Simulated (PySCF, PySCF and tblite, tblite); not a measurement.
# C₄H₄F₆: conformers and averaged spectra

Which conformers does C₄H₄F₆ (`FC(F)(F)CCC(F)(F)F`) populate, and what do their averaged NMR parameters look like?

Computed with tblite 0.8.0 (tight binding) and PySCF 2.14.0 (DFT, with response routines of our own); each step states its level. Atoms count from 0 throughout.

## Step 1: The starting structure

14 atoms, charge 0, multiplicity 1; geometry from: MMFF94s geometry.

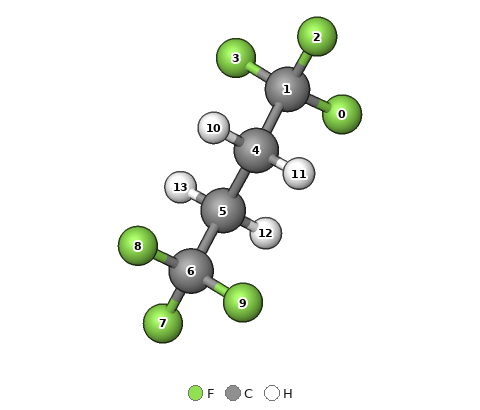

The starting geometry (fluorine green, carbon grey, hydrogen white), atoms numbered.

## Step 2: GFN2-xTB relaxation, conformer 1

What the job is given:

```
{"job": {"xc": "GFN2-xTB", "basis": "xTB", "kind": "relax"}, "charge": 0, "multiplicity": 1}
F      2.322000    -0.961900     0.289200
C      1.892000     0.309600     0.058500
F      2.668800     1.126700     0.818200
F      2.118600     0.603400    -1.238900
C      0.435800     0.462600     0.424900
C     -0.442900    -0.465400    -0.423600
C     -1.897100    -0.302300    -0.075500
F     -2.654300    -1.126000    -0.814000
F     -2.309400     0.955400    -0.292400
F     -2.124500    -0.597500     1.231300
H      0.136700     1.504800     0.253000
H      0.292700     0.247100     1.484800
H     -0.145700    -1.505600    -0.248100
H     -0.293200    -0.251400    -1.489300
```

Launch:

```console
$ OMP_NUM_THREADS=1 python ens_run.py task.json out
```

One launch serves the whole session.

Log:

```text
step      E/eV     max force
  0   -1062.02784    0.882
  1   -1062.06969    0.380
  2   -1062.08413    0.284
  3   -1062.08778    0.132
  4   -1062.08873    0.066
  5   -1062.08916    0.076
  6   -1062.08948    0.048
  7   -1062.08966    0.032
  8   -1062.08966    0.032
  9   -1062.08975    0.023
 10   -1062.08993    0.023
 11   -1062.08998    0.021
 12   -1062.09012    0.025
 13   -1062.09020    0.020
 14   -1062.09028    0.019
 15   -1062.09033    0.013
 16   -1062.09036    0.015
 17   -1062.09038    0.014
 18   -1062.09040    0.012
 19   -1062.09041    0.009
 20   -1062.09042    0.005
 21   -1062.09043    0.004
```

It took 0.18 s on 1 thread of Arm Neoverse N1, shared host.

Gain 0.063 eV; displacement 0.02 Å root mean square.

**GFN2-xTB relaxation, conformer 2**

What the job is given:

```
{"job": {"xc": "GFN2-xTB", "basis": "xTB", "kind": "relax"}, "charge": 0, "multiplicity": 1}
F      2.795800     0.591000     0.214500
C      1.466600     0.611700    -0.101200
F      0.965300     1.750200     0.391700
F      1.361000     0.620700    -1.443500
C      0.784800    -0.605500     0.510200
C     -0.660100    -0.815700     0.031700
C     -1.563400     0.381400     0.228400
F     -1.490900     0.836100     1.504200
F     -2.841400     0.028800    -0.014300
F     -1.253100     1.384300    -0.598400
H      0.801100    -0.521200     1.594100
H      1.361100    -1.503000     0.251100
H     -1.076100    -1.670900     0.586900
H     -0.651500    -1.088500    -1.030300
```

Log:

```text
step      E/eV     max force
  0   -1061.88832    0.836
  1   -1061.92790    0.365
  2   -1061.94986    0.237
  3   -1061.95393    0.155
  4   -1061.95664    0.109
  5   -1061.95834    0.143
  6   -1061.96033    0.119
  7   -1061.96199    0.141
  8   -1061.96410    0.137
  9   -1061.96626    0.124
 10   -1061.96813    0.103
 11   -1061.96958    0.114
 12   -1061.97121    0.125
 13   -1061.97360    0.150
 14   -1061.97646    0.185
 15   -1061.97861    0.132
 16   -1061.97975    0.086
 17   -1061.98058    0.076
 18   -1061.98131    0.083
 19   -1061.98186    0.066
 20   -1061.98226    0.049
 21   -1061.98263    0.049
 22   -1061.98306    0.056
 23   -1061.98352    0.057
 24   -1061.98392    0.067
 25   -1061.98431    0.071
 26   -1061.98476    0.070
 27   -1061.98528    0.066
 28   -1061.98582    0.064
 29   -1061.98629    0.054
 30   -1061.98661    0.048
 31   -1061.98688    0.042
 32   -1061.98712    0.040
 33   -1061.98730    0.037
 34   -1061.98730    0.037
 35   -1061.98735    0.034
 36   -1061.98757    0.029
 37   -1061.98764    0.033
 38   -1061.98781    0.031
 39   -1061.98791    0.024
 40   -1061.98802    0.021
 41   -1061.98811    0.023
 42   -1061.98824    0.027
 43   -1061.98839    0.032
 44   -1061.98857    0.037
 45   -1061.98878    0.036
 46   -1061.98898    0.036
 47   -1061.98915    0.035
 48   -1061.98929    0.031
 49   -1061.98945    0.031
 50   -1061.98964    0.031
 51   -1061.98980    0.032
 52   -1061.98991    0.028
 53   -1061.98999    0.020
 54   -1061.99006    0.019
 55   -1061.99013    0.020
 56   -1061.99020    0.018
 57   -1061.99025    0.023
 58   -1061.99030    0.021
 59   -1061.99036    0.023
 60   -1061.99045    0.026
 61   -1061.99053    0.024
 62   -1061.99061    0.025
 63   -1061.99069    0.022
 64   -1061.99077    0.026
 65   -1061.99087    0.031
 66   -1061.99097    0.028
 67   -1061.99104    0.020
 68   -1061.99109    0.015
 69   -1061.99111    0.011
 70   -1061.99113    0.011
 71   -1061.99115    0.012
 72   -1061.99117    0.013
 73   -1061.99120    0.012
 74   -1061.99123    0.014
 75   -1061.99128    0.012
 76   -1061.99131    0.015
 77   -1061.99134    0.014
 78   -1061.99136    0.011
 79   -1061.99138    0.011
 80   -1061.99140    0.012
 81   -1061.99141    0.009
 82   -1061.99142    0.008
 83   -1061.99144    0.007
 84   -1061.99145    0.007
 85   -1061.99145    0.006
 86   -1061.99146    0.006
 87   -1061.99146    0.005
 88   -1061.99146    0.004
 89   -1061.99147    0.004
```

Run time: 0.8 s. Hardware: 1 thread of Arm Neoverse N1, shared host.

The energy fell by 0.103 eV, and the atoms moved 0.17 Å (root mean square).

## Step 3: Shieldings, conformer 1: B97-2/pcSseg-1 in tetrahydrofuran

What the job is given:

```
{"job": {"xc": "B97-2", "basis": "pcSseg-1", "solvent": "tetrahydrofuran", "kind": "nmr", "pop": true}, "charge": 0, "multiplicity": 1}
F      2.334885    -0.938229     0.276809
C      1.896493     0.311827     0.072427
F      2.671743     1.119978     0.802909
F      2.141136     0.595426    -1.214526
C      0.427815     0.468656     0.424695
C     -0.427675    -0.471094    -0.425309
C     -1.896825    -0.310576    -0.077080
F     -2.671974    -1.119247    -0.806995
F     -2.332183     0.939692    -0.286266
F     -2.145221    -0.589975     1.210055
H      0.151152     1.510757     0.249370
H      0.312838     0.244080     1.487519
H     -0.153199    -1.513331    -0.247581
H     -0.309663    -0.248437    -1.488192
```

Log:

```text
coarse grid: 13344 points
cycle   1  E = -753.3151664645  dE =  1.605e+00  |g| = 1.249e+00  |ddm| = 3.260e+00
cycle   2  E = -753.0622483104  dE =  2.529e-01  |g| = 1.839e+00  |ddm| = 1.407e+00
cycle   3  E = -753.5657776755  dE = -5.035e-01  |g| = 6.809e-02  |ddm| = 8.650e-01
cycle   4  E = -753.5663949848  dE = -6.173e-04  |g| = 4.358e-02  |ddm| = 7.606e-02
cycle   5  E = -753.5668233430  dE = -4.284e-04  |g| = 4.007e-03  |ddm| = 3.234e-02
cycle   6  E = -753.5668261339  dE = -2.791e-06  |g| = 1.300e-03  |ddm| = 2.956e-03
final grid: 135944 points
cycle   7  E = -753.6424490980  dE = -9.493e-05  |g| = 1.594e-02  |ddm| = 3.052e-02
cycle   8  E = -753.6424248416  dE =  2.426e-05  |g| = 2.047e-02  |ddm| = 1.648e-02
cycle   9  E = -753.6424808064  dE = -5.596e-05  |g| = 1.249e-03  |ddm| = 9.916e-03
cycle  10  E = -753.6424811269  dE = -3.205e-07  |g| = 1.407e-04  |ddm| = 8.709e-04
cycle  11  E = -753.6424811299  dE = -3.044e-09  |g| = 6.982e-05  |ddm| = 1.388e-04
cycle  12  E = -753.6424811310  dE = -1.073e-09  |g| = 8.853e-06  |ddm| = 5.085e-05
cycle  13  E = -753.6424811310  dE = -1.114e-11  |g| = 4.374e-06  |ddm| = 7.013e-06
converged SCF energy = -753.6424811310

GIAO shielding tensors (ppm)
atom      isotropic    diamagn.    paramagn.     s11        s22        s33       span
  0 F      264.346     474.492    -210.145    174.907    270.892    347.240    172.332
  1 C       52.143     243.148    -191.005     47.855     49.177     59.396     11.541
  2 F      256.397     470.616    -214.219    168.308    256.537    344.346    176.037
  3 F      264.384     474.476    -210.092    174.952    270.816    347.386    172.434
  4 C      153.640     251.662     -98.022    137.588    148.921    174.412     36.823
  5 C      153.655     251.665     -98.010    137.603    148.936    174.425     36.822
  6 C       52.158     243.137    -190.979     47.864     49.204     59.406     11.543
  7 F      256.427     470.607    -214.180    168.353    256.580    344.348    175.995
  8 F      264.395     474.492    -210.098    174.968    270.898    347.318    172.350
  9 F      264.359     474.483    -210.124    174.934    270.833    347.310    172.376
 10 H       29.176      30.572      -1.396     24.200     30.210     33.118      8.918
 11 H       29.173      30.566      -1.393     24.199     30.192     33.128      8.929
 12 H       29.174      30.564      -1.390     24.199     30.196     33.128      8.930
 13 H       29.176      30.569      -1.393     24.198     30.211     33.119      8.920
```

It took 48 s on 1 thread of Arm Neoverse N1, shared host; peak memory 0.93 GiB.

In short: HOMO -10.26 eV, LUMO 2.02 eV; dipole 0.01 D.

## Step 4: Single-point energy, conformer 1: B3LYP/def2-SVP in tetrahydrofuran

Changed since step 3:

```diff
@@ -1,2 +1,2 @@
-{"job": {"xc": "B97-2", "basis": "pcSseg-1", "solvent": "tetrahydrofuran", "kind": "nmr", "pop": true}, "charge": 0, "multiplicity": 1}
+{"job": {"xc": "B3LYP", "basis": "def2-SVP", "solvent": "tetrahydrofuran", "kind": "sp"}, "charge": 0, "multiplicity": 1}
 F      2.334885    -0.938229     0.276809
```

Log:

```text
coarse grid: 13344 points
cycle   1  E = -752.9835507865  dE =  1.539e+00  |g| = 1.266e+00  |ddm| = 3.884e+00
cycle   2  E = -752.6761832172  dE =  3.074e-01  |g| = 1.902e+00  |ddm| = 2.401e+00
cycle   3  E = -753.2554633766  dE = -5.793e-01  |g| = 7.443e-02  |ddm| = 1.488e+00
cycle   4  E = -753.2562627208  dE = -7.993e-04  |g| = 4.533e-02  |ddm| = 1.071e-01
cycle   5  E = -753.2567579167  dE = -4.952e-04  |g| = 3.890e-03  |ddm| = 4.399e-02
cycle   6  E = -753.2567608065  dE = -2.890e-06  |g| = 1.226e-03  |ddm| = 4.535e-03
final grid: 135944 points
cycle   7  E = -753.3558503059  dE = -4.916e-05  |g| = 8.128e-03  |ddm| = 2.920e-02
cycle   8  E = -753.3558390861  dE =  1.122e-05  |g| = 1.148e-02  |ddm| = 1.495e-02
cycle   9  E = -753.3558620453  dE = -2.296e-05  |g| = 4.362e-04  |ddm| = 8.940e-03
cycle  10  E = -753.3558620759  dE = -3.062e-08  |g| = 1.799e-04  |ddm| = 4.836e-04
cycle  11  E = -753.3558620831  dE = -7.152e-09  |g| = 2.705e-05  |ddm| = 1.692e-04
cycle  12  E = -753.3558620832  dE = -1.364e-10  |g| = 7.025e-06  |ddm| = 2.892e-05
converged SCF energy = -753.3558620832
```

Wall time 17 s (1 thread of Arm Neoverse N1, shared host); peak memory 0.65 GiB.

This run: HOMO -10.07 eV, LUMO 2.12 eV; dipole 0.01 D.

## Step 5: Shieldings, conformer 2: B97-2/pcSseg-1 in tetrahydrofuran

What the job is given:

```
{"job": {"xc": "B97-2", "basis": "pcSseg-1", "solvent": "tetrahydrofuran", "kind": "nmr", "pop": false}, "charge": 0, "multiplicity": 1}
F      2.843377     0.474242     0.174748
C      1.538376     0.556976    -0.128762
F      1.142135     1.778589     0.231915
F      1.452649     0.489833    -1.464481
C      0.758045    -0.557250     0.557719
C     -0.634185    -0.782561    -0.032575
C     -1.620813     0.334183     0.285335
F     -1.564575     0.712974     1.569581
F     -2.880213    -0.073339     0.061988
F     -1.438854     1.427062    -0.457575
H      0.697089    -0.310948     1.620222
H      1.345890    -1.469839     0.441614
H     -1.053522    -1.700039     0.384721
H     -0.586078    -0.880357    -1.119496
```

Log:

```text
coarse grid: 13344 points
cycle   1  E = -753.3070129287  dE =  1.609e+00  |g| = 1.259e+00  |ddm| = 3.213e+00
cycle   2  E = -753.0341461652  dE =  2.729e-01  |g| = 1.879e+00  |ddm| = 1.427e+00
cycle   3  E = -753.5615347796  dE = -5.274e-01  |g| = 6.707e-02  |ddm| = 8.790e-01
cycle   4  E = -753.5621130553  dE = -5.783e-04  |g| = 4.489e-02  |ddm| = 7.721e-02
cycle   5  E = -753.5625648184  dE = -4.518e-04  |g| = 5.221e-03  |ddm| = 3.335e-02
cycle   6  E = -753.5625688711  dE = -4.053e-06  |g| = 2.364e-03  |ddm| = 3.941e-03
final grid: 135944 points
cycle   7  E = -753.6383090615  dE = -9.301e-05  |g| = 1.615e-02  |ddm| = 3.050e-02
cycle   8  E = -753.6382821240  dE =  2.694e-05  |g| = 2.108e-02  |ddm| = 1.705e-02
cycle   9  E = -753.6383419232  dE = -5.980e-05  |g| = 1.213e-03  |ddm| = 1.019e-02
cycle  10  E = -753.6383422172  dE = -2.941e-07  |g| = 1.278e-04  |ddm| = 8.561e-04
cycle  11  E = -753.6383422200  dE = -2.741e-09  |g| = 3.753e-05  |ddm| = 1.100e-04
cycle  12  E = -753.6383422202  dE = -2.531e-10  |g| = 1.202e-05  |ddm| = 2.971e-05
converged SCF energy = -753.6383422202

GIAO shielding tensors (ppm)
atom      isotropic    diamagn.    paramagn.     s11        s22        s33       span
  0 F      252.828     470.705    -217.877    165.410    247.277    345.797    180.387
  1 C       52.549     242.040    -189.491     47.922     51.599     58.125     10.203
  2 F      255.842     475.520    -219.678    172.986    259.046    335.494    162.508
  3 F      265.223     475.746    -210.523    176.061    277.096    342.511    166.450
  4 C      153.276     250.938     -97.662    138.773    147.299    173.757     34.984
  5 C      153.280     250.854     -97.574    138.757    147.312    173.772     35.015
  6 C       52.554     242.501    -189.947     47.944     51.596     58.123     10.179
  7 F      265.284     474.818    -209.533    176.120    277.182    342.550    166.430
  8 F      252.759     470.905    -218.145    165.357    247.144    345.776    180.419
  9 F      255.827     475.933    -220.106    172.969    259.019    335.492    162.523
 10 H       28.980      29.822      -0.843     25.255     28.548     33.136      7.881
 11 H       29.225      29.091       0.134     24.064     28.469     35.142     11.078
 12 H       29.225      29.033       0.192     24.060     28.476     35.140     11.080
 13 H       28.977      30.362      -1.385     25.249     28.554     33.127      7.878
```

Wall time 44 s (1 thread of Arm Neoverse N1, shared host); peak memory 0.92 GiB.

In short: HOMO -10.19 eV, LUMO 1.66 eV; dipole 3.70 D.

## Step 6: Single-point energy, conformer 2: B3LYP/def2-SVP in tetrahydrofuran

Changed since step 5:

```diff
@@ -1,2 +1,2 @@
-{"job": {"xc": "B97-2", "basis": "pcSseg-1", "solvent": "tetrahydrofuran", "kind": "nmr", "pop": false}, "charge": 0, "multiplicity": 1}
+{"job": {"xc": "B3LYP", "basis": "def2-SVP", "solvent": "tetrahydrofuran", "kind": "sp"}, "charge": 0, "multiplicity": 1}
 F      2.843377     0.474242     0.174748
```

Log:

```text
coarse grid: 13344 points
cycle   1  E = -752.9769450620  dE =  1.544e+00  |g| = 1.275e+00  |ddm| = 3.900e+00
cycle   2  E = -752.6468932826  dE =  3.301e-01  |g| = 1.943e+00  |ddm| = 2.355e+00
cycle   3  E = -753.2528204266  dE = -6.059e-01  |g| = 7.366e-02  |ddm| = 1.463e+00
cycle   4  E = -753.2535818896  dE = -7.615e-04  |g| = 4.685e-02  |ddm| = 1.108e-01
cycle   5  E = -753.2541067007  dE = -5.248e-04  |g| = 4.985e-03  |ddm| = 4.588e-02
cycle   6  E = -753.2541107946  dE = -4.094e-06  |g| = 2.262e-03  |ddm| = 5.870e-03
final grid: 135944 points
cycle   7  E = -753.3530988494  dE = -4.975e-05  |g| = 8.439e-03  |ddm| = 3.307e-02
cycle   8  E = -753.3530861560  dE =  1.269e-05  |g| = 1.217e-02  |ddm| = 1.623e-02
cycle   9  E = -753.3531107877  dE = -2.463e-05  |g| = 4.476e-04  |ddm| = 9.839e-03
cycle  10  E = -753.3531108199  dE = -3.229e-08  |g| = 1.733e-04  |ddm| = 5.144e-04
cycle  11  E = -753.3531108260  dE = -6.085e-09  |g| = 4.156e-05  |ddm| = 1.732e-04
cycle  12  E = -753.3531108264  dE = -3.188e-10  |g| = 1.245e-05  |ddm| = 4.336e-05
converged SCF energy = -753.3531108264
```

It took 18 s on 1 thread of Arm Neoverse N1, shared host; peak memory 0.66 GiB.

In short: HOMO -10.02 eV, LUMO 1.72 eV; dipole 3.48 D.

## Step 7: Boltzmann average: properties at B97-2/pcSseg-1 in tetrahydrofuran

What the job is given:

```
{"job": {"study": "conf", "smiles": "FC(F)(F)CCC(F)(F)F", "search": {"seed": 2051, "n_embed": 60, "ff_keep": 14, "window": 3.0, "nmax": 10, "temps": [180, 230, 298.15, 330, 400], "t_ref": 298.15, "order": 0.001}, "level": {"nmr": {"xc": "B97-2", "basis": "pcSseg-1", "solvent": "tetrahydrofuran"}, "sp": {"xc": "B3LYP", "basis": "def2-SVP", "solvent": "tetrahydrofuran"}}, "kind": "conf"}, "charge": 0, "multiplicity": 1}
F      2.334885    -0.938229     0.276809
C      1.896493     0.311827     0.072427
F      2.671743     1.119978     0.802909
F      2.141136     0.595426    -1.214526
C      0.427815     0.468656     0.424695
C     -0.427675    -0.471094    -0.425309
C     -1.896825    -0.310576    -0.077080
F     -2.671974    -1.119247    -0.806995
F     -2.332183     0.939692    -0.286266
F     -2.145221    -0.589975     1.210055
H      0.151152     1.510757     0.249370
H      0.312838     0.244080     1.487519
H     -0.153199    -1.513331    -0.247581
H     -0.309663    -0.248437    -1.488192
```

Log:

```text
conformer  sym    E(xTB)   E(DFT)   G(298.15 K)  weight  dipole/D
    1     C2h     0.000    0.000    0.000   0.8905    0.008
    2     C2      2.282    1.310    1.242   0.1095    3.479

mean shielding (ppm) by class
class atoms           180 K      230 K   298.15 K      330 K      400 K
  0 F  0,2,3        261.621      261.5    261.307    261.216    261.033
  1 C  1,6           52.161     52.174     52.194     52.204     52.224
  2 C  4,5          153.638    153.626    153.607    153.598     153.58
  3 H  10,11,12      29.173     29.171     29.167     29.165     29.161
```

Run time: 2.2 min. Hardware: 1 thread of Arm Neoverse N1, shared host. This counts the runs that the step sums up.

The search (ETKDG, MMFF94s, GFN2-xTB) embedded 60 structures, kept 2 distinct ones after the force field and 2 after xTB; 2 were carried on (window 3.0 kcal/mol at the search's own energies). Energies: B3LYP/def2-SVP in tetrahydrofuran with D3(BJ).

Conformer by conformer (298 K):

| no. | group | mirror pair | ΔE xTB | ΔE DFT | ΔG | weight (%) | μ (D) | C1–C4–C5–C6 (°) | A, B, C (GHz) |
| --- | --- | --- | --- | --- | --- | --- | --- | --- | --- |
| 1 | C2h | no | 0.00 | 0.00 | 0.00 | 89.0 | 0.01 | -180 | 2.75, 0.59, 0.59 |
| 2 | C2 | yes | 2.28 | 1.31 | 1.24 | 11.0 | 3.48 | -71 | 2.66, 0.79, 0.78 |

Energies in kcal/mol. ΔG holds xTB vibrations and rotation, symmetry numbers and mirror pairs.

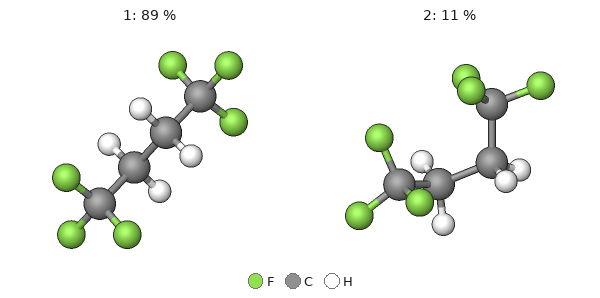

Conformers, most populated first.

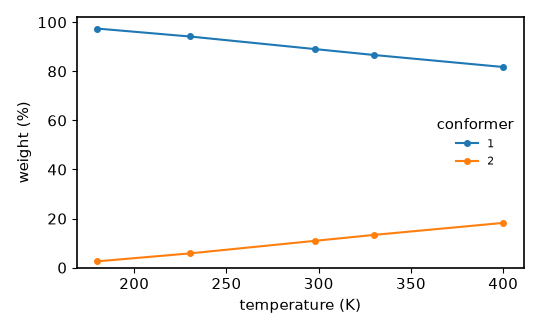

Weights against temperature.

Other ways of weighting, at the same temperature:

| scheme | 1 | 2 | mean μ (D) |
| --- | --- | --- | --- |
| DFT free energy | 89 | 11 | 0.39 |
| DFT energy, symmetry counted | 82 | 18 | 0.63 |
| DFT energy alone | 90 | 10 | 0.35 |
| xTB energy, symmetry counted | 96 | 4 | 0.15 |
| xTB free energy | 98 | 2 | 0.09 |
| lowest conformer only | 100 | 0 | 0.01 |
| equal weights | 50 | 50 | 1.74 |

Shifts against references run at the same level (1H TMS 31.80, 13C TMS 186.9 ppm of shielding), by class of atoms, at 298 K:

| atoms | environment | no. 1 | no. 2 | average |
| --- | --- | --- | --- | --- |
| C1, C6 | CF3 carbon | 134.8 | 134.4 | 134.7 |
| C4, C5 | sp3 CH2 | 33.3 | 33.7 | 33.3 |
| H10, H11, H12, H13 | hydrogen on an sp3 CH2 | 2.63 | 2.70 | 2.63 |
| F0, F2, F3 and 3 more | fluorine of a CF3 group | 261.7 (σ) | 258.0 (σ) | 261.3 (σ) |

## Step 8: Outcome

```
                                               quantity                                                 value
                                             conformers  2; the first in weight is no. 1 (C2h), 89 % at 298 K
                                root-mean-square dipole                                                1.15 D
averaged 13C shifts (B97-2/pcSseg-1 in tetrahydrofuran)                                       134.7, 33.3 ppm
 averaged 1H shifts (B97-2/pcSseg-1 in tetrahydrofuran)                                              2.63 ppm
```

**Reading.** Conformer 1 leads with 89 % at 298 K, and its share goes from 97 % at 180 K to 82 % at 400 K. Among conformers over 5 %, H10, H11, H12, H13 differ by 0.07 ppm, while the average moves by 0.01 ppm from 180 to 400 K.
